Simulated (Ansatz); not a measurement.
# CH8BNSi: small, medium and large basis sets

How large a basis does CH8BNSi need? Two functionals are run in growing sets.

Computed with Ansatz 0.2.0, Gaussian basis. Level: one geometry, several basis sets.

The runs, in order: PBE0-D4/def2-SVP; ωB97M-V/def2-SVP; PBE0-D4/def2-QZVPP; ωB97M-V/def2-QZVPP; the functionals' def2-TZVPP values are taken from earlier runs.

## 1. The relaxed structure

All runs share one geometry, relaxed beforehand with PBE0-D4 in a triple-zeta def2 set.

SMILES `CBN[SiH3]`, 12 atoms, charge 0, spin multiplicity 1.

Atoms are counted from 1 here; the program's logs count them from 0.

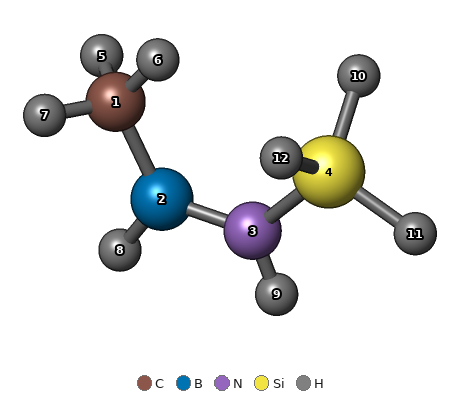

The geometry (carbon brown, boron blue, nitrogen purple, silicon yellow, hydrogen grey); atoms are numbered from 1 in the order of the file.

As a file:

```xyz
12
charge 0, multiplicity 1
C    -0.5691    1.5514   -0.2308
B     0.1688    0.7739    0.9128
N     0.5287   -0.5809    0.7933
Si    0.2508   -1.6306   -0.5708
H    -1.5212    1.9445    0.1427
H    -0.7793    0.9759   -1.1369
H     0.0151    2.4312   -0.5218
H     0.4470    1.3355    1.9395
H     1.0000   -0.9973    1.5826
H    -1.1988   -1.7758   -0.8612
H     0.8138   -2.9599   -0.2203
H     0.9215   -1.1229   -1.7952
```

## 2. PBE0-D4 in def2-SVP

in.yaml

```yaml
crystal:
  periodic: [false, false, false]
  atoms:
    - {symbol: C, position_ang: [-0.569139, 1.551400, -0.230779]}
    - {symbol: B, position_ang: [0.168765, 0.773944, 0.912782]}
    - {symbol: N, position_ang: [0.528678, -0.580943, 0.793326]}
    - {symbol: Si, position_ang: [0.250760, -1.630600, -0.570832]}
    - {symbol: H, position_ang: [-1.521249, 1.944485, 0.142712]}
    - {symbol: H, position_ang: [-0.779329, 0.975867, -1.136862]}
    - {symbol: H, position_ang: [0.015146, 2.431160, -0.521775]}
    - {symbol: H, position_ang: [0.446988, 1.335535, 1.939493]}
    - {symbol: H, position_ang: [0.999991, -0.997266, 1.582642]}
    - {symbol: H, position_ang: [-1.198801, -1.775792, -0.861156]}
    - {symbol: H, position_ang: [0.813794, -2.959949, -0.220300]}
    - {symbol: H, position_ang: [0.921495, -1.122940, -1.795150]}
basis:
  gaussian: {orbitals: def2-SVP}
hamiltonian: {xc: pbe0, dispersion: d4}
output: {orbitals: {seedname: orbitals}}
```

Run with:

```console
> ansatz run in.yaml --threads 2 --pin off --events-out ev --progress --plain --max-ram 4352MiB
```

After this run come: ωB97M-V in def2-SVP; PBE0-D4 in def2-QZVPP; ωB97M-V in def2-QZVPP.

**Question.** What will the summary of the whole plan be? Wanted: PBE0-D4: double and triple zeta above quadruple; ωB97M-V: double and triple zeta above quadruple.

As calculated:

```
                                       quantity          value
PBE0-D4: double and triple zeta above quadruple  7.00, 0.48 eV
ωB97M-V: double and triple zeta above quadruple  7.21, 0.44 eV
```

In words: PBE0-D4 gains 6.52 eV from double to triple zeta, then 0.48 eV more. Total energies overstate the basis error of differences, where much of it tends to cancel. The LUMO of ωB97M-V is positive and keeps falling with the basis (2.36 to 1.33 eV): an unbound level that the basis holds in place.
